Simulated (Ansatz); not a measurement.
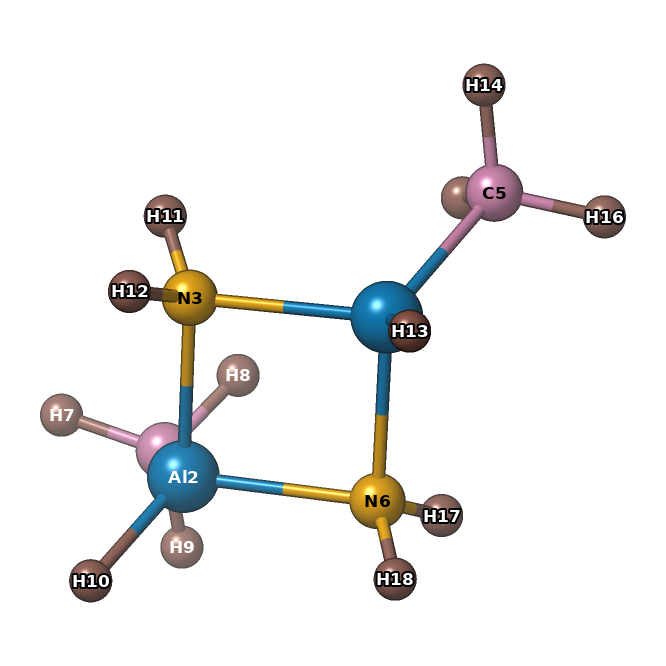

C1 lies behind Al2. The molecule seen nearly along the Al2–C1 bond, Al2 in front. Depth is shown by fading: the farther an atom, the more it takes the colour of the background. Computed geometry: PBE0-D4/def2-TZVP optimisation. No frequency run is at hand to confirm it as a minimum.

What is the torsion angle N3–Al2–C1–H7? The sign is positive where the front bond must turn clockwise to cover the back bond.

−72°, synclinal (gauche). The bonds about Al2–C1 are staggered.
